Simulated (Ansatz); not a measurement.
C₆H₁₆Cl₂HfN₂

Input

```
crystal:
  periodic: [false, false, false]
  atoms:
    - {symbol: C, position_ang: [1.326324, 2.588841, -0.716457]}
    - {symbol: C, position_ang: [0.277933, 2.404335, 0.370284]}
    - {symbol: N, position_ang: [-0.512382, 1.185376, 0.241044]}
    - {symbol: C, position_ang: [-1.421900, 1.207726, -0.886879]}
    - {symbol: C, position_ang: [-2.336871, 0.000283, -0.930389]}
    - {symbol: Hf, position_ang: [-0.228211, -0.320854, 1.552712]}
    - {symbol: Cl, position_ang: [1.294896, 0.302209, 3.265557]}
    - {symbol: Cl, position_ang: [-2.212485, -1.229200, 2.503295]}
    - {symbol: N, position_ang: [0.649408, -1.773836, 0.483899]}
    - {symbol: C, position_ang: [1.048523, -1.863767, -0.895996]}
    - {symbol: C, position_ang: [0.955370, -2.970536, 1.239133]}
    - {symbol: H, position_ang: [1.900058, 3.500921, -0.535695]}
    - {symbol: H, position_ang: [2.022484, 1.746298, -0.726631]}
    - {symbol: H, position_ang: [0.877650, 2.673279, -1.708127]}
    - {symbol: H, position_ang: [-0.399185, 3.270985, 0.383638]}
    - {symbol: H, position_ang: [0.780454, 2.400179, 1.343662]}
    - {symbol: H, position_ang: [-0.856906, 1.260752, -1.827884]}
    - {symbol: H, position_ang: [-2.030471, 2.123619, -0.843931]}
    - {symbol: H, position_ang: [-2.967381, 0.035415, -1.820650]}
    - {symbol: H, position_ang: [-1.769534, -0.935982, -0.975345]}
    - {symbol: H, position_ang: [-2.991114, -0.039458, -0.057009]}
    - {symbol: H, position_ang: [2.129858, -2.036943, -0.987976]}
    - {symbol: H, position_ang: [0.811702, -0.939240, -1.425155]}
    - {symbol: H, position_ang: [0.540242, -2.692944, -1.409003]}
    - {symbol: H, position_ang: [2.033521, -3.178748, 1.244406]}
    - {symbol: H, position_ang: [0.642594, -2.870230, 2.286437]}
    - {symbol: H, position_ang: [0.435402, -3.848500, 0.833059]}
basis:
  gaussian: {orbitals: def2-TZVPP}
hamiltonian: {xc: pbe0, dispersion: d4}
output: {orbitals: {seedname: orbitals}}
```

Launched as:

```sh
ansatz run in.yaml --threads 11 --pin off --events-out ev --progress --plain --max-ram 120832MiB --backend cuda --devices 0, --max-vram 75GiB
```

Geometry: PBE0-D4/def2-TZVP; core potentials replace the inner electrons of Hf.

All numbers below come from Ansatz 0.2.0, RKS PBE0-D4/def2-TZVPP.

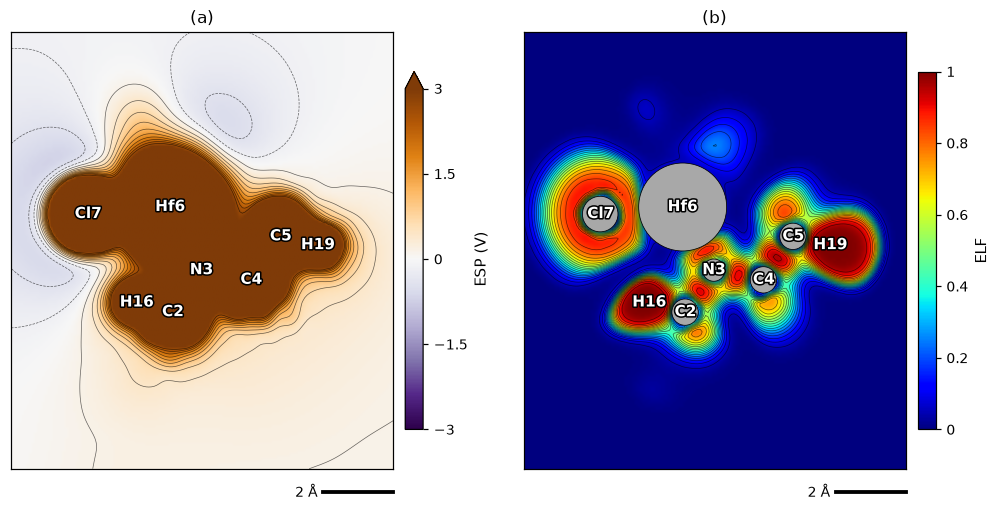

Figure 1. (a) molecular electrostatic potential; (b) electron localisation function on the plane of atoms C4, N3 and Hf6. Grey discs cover the atomic cores in the ELF map.

What does the map show?

The plane passes through C, N, Hf, Cl and H nuclei. C–N (1.46 Å): the ELF peaks at about 0.90 between the atoms, as expected for localised, covalent bonding. C–C (1.52 Å): the ELF peaks at about 0.95 between the atoms; a shared electron pair. Hf–N (2.02 Å): the ELF peaks at about 0.90 in the valence shell of N, 0.6 Å from its nucleus, and is about 0.30 at the midpoint. Hf–Cl (2.38 Å): the ELF peaks at about 0.85 in the valence shell of Cl, 0.8 Å from its nucleus, and is about 0.35 at the midpoint. C–H (1.10 Å): the ELF climbs to about 1 towards the hydrogen, as it does in any bond to H: an ordinary covalent bond to hydrogen. Outside the dense part of the molecule the potential is most negative (−0.7 V) near Cl7.

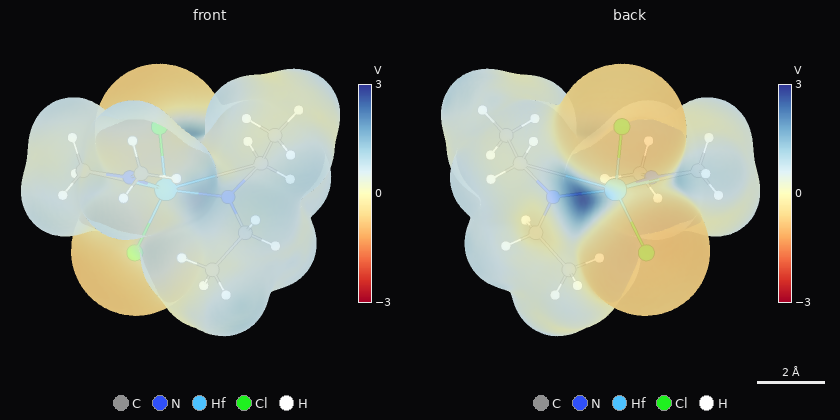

Figure 2. The electrostatic potential painted on the density surface at 0.002 e/bohr³, seen from the front and from behind; red is negative and blue positive.

Which sites attract a positive test charge, and which a negative one?

A positive charge is drawn to the negative regions and a negative charge to the positive ones. The most negative region (about −0.8 V) lies over Cl8, the most positive (about +2.0 V) over Hf6.

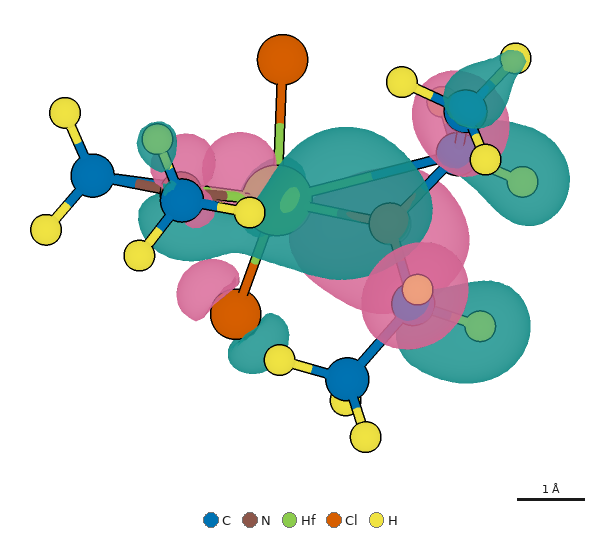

Figure 3. The HOMO−1 at ±0.08 Å⁻³ᐟ² (teal and pink are the two phases), seen across its widest extent.

Where does this orbital lie, and at what energy?

Its weight (Hirshfeld) is mainly on N3 (about 45 %), Hf6 (about 15 %), C4 (about 5 %) and C2 (about 5 %). Its energy is −6.83 eV.
